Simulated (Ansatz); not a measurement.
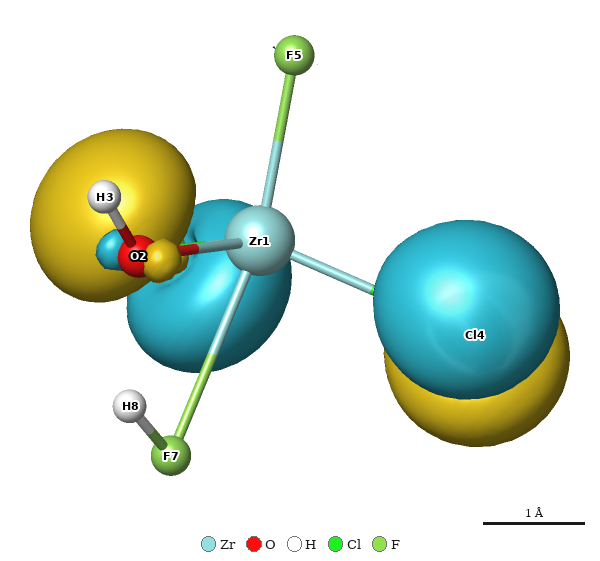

The picture shows: Cl₂F₂H₂OZr. The HOMO at ±0.15 Å⁻³ᐟ² (yellow and cyan are the two phases), seen at an oblique angle.

Core potentials replace the inner electrons of Zr.

Level of theory: RKS PBE0-D4/def2-SVP in Ansatz.

```yaml
atoms:
  - { symbol: Zr, position_ang: [0.0499, -0.2129, 0.0202] }
  - { symbol: O, position_ang: [-0.1119, -0.2318, 2.0078] }
  - { symbol: H, position_ang: [-0.5452, 0.3080, 2.6752] }
  - { symbol: Cl, position_ang: [2.1225, 0.4052, -0.8949] }
  - { symbol: F, position_ang: [-0.9922, 1.3374, -0.2464] }
  - { symbol: Cl, position_ang: [-1.1469, -1.8406, -1.1768] }
  - { symbol: F, position_ang: [1.1587, -1.9618, 1.1480] }
  - { symbol: H, position_ang: [0.7725, -1.5018, 1.9167] }
```

> Where does this orbital lie, and at what energy?

Its weight (Hirshfeld) is mainly on Cl4 (about 45 %) and Cl6 (about 45 %); largely a combination of lone pairs on Cl4 and Cl6. Its energy is −9.30 eV.
